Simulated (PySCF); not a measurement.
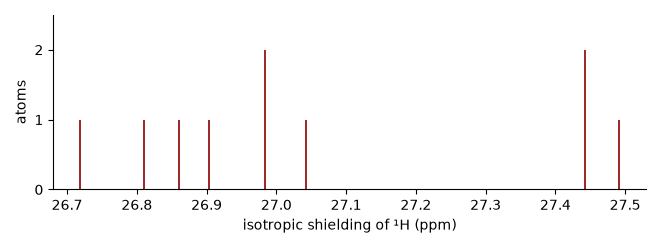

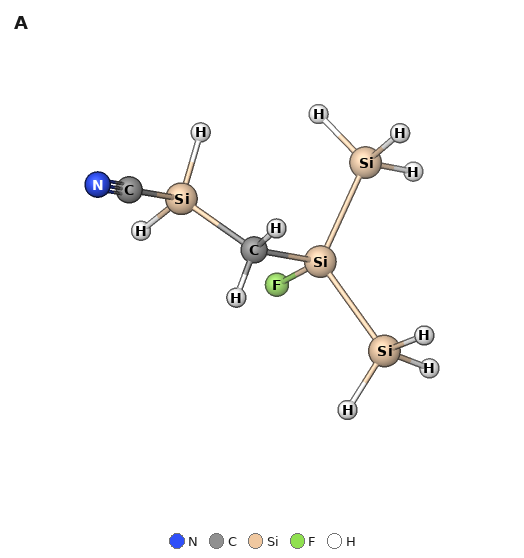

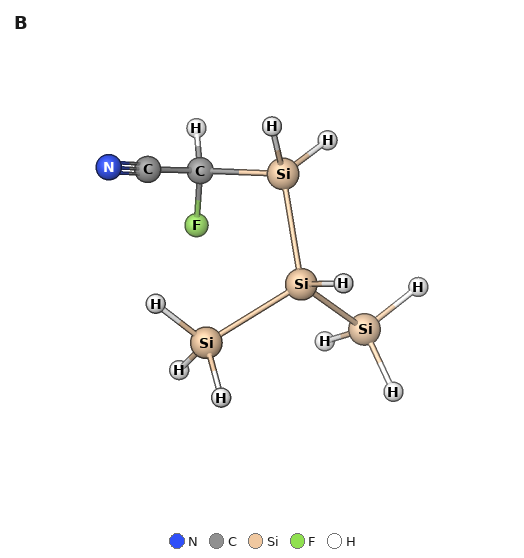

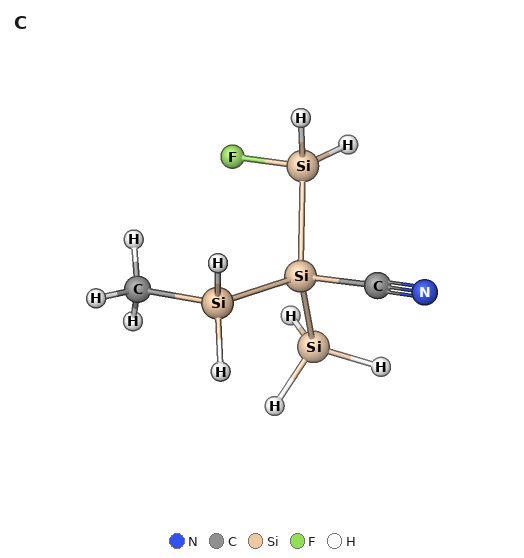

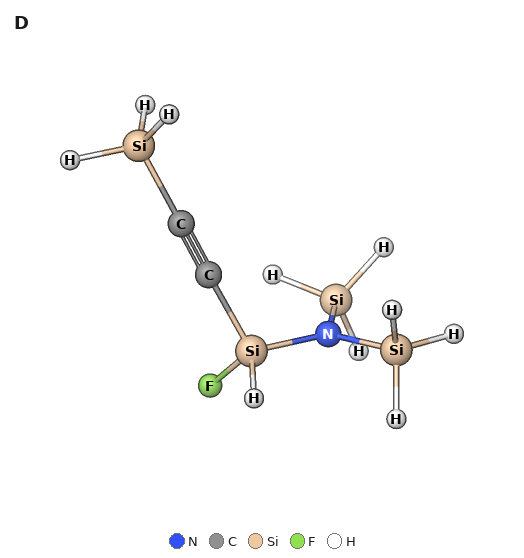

The sticks are computed shieldings of one of the molecules, for one fixed geometry (GFN2-xTB) without averaging over rotations. Low shielding means a high chemical shift. Method: GIAO PBE0/pcSseg-1 NMR shielding, non-relativistic, gas phase (PySCF 2.14.0).

**Which molecule gives this pattern?**

D, `F[Si@H](C#C[SiH3])N([SiH3])[SiH3]`. Its 10 H atoms give lines at 26.72, 26.81, 26.86, 26.90, 26.98 (2 atoms), 27.04, 27.44 (2 atoms), 27.49 ppm.

The geometry is semi-empirical. Around Si such bond lengths and angles can be off by a tenth of an ångström or more and by several degrees, and values that hang on the shape move with them.
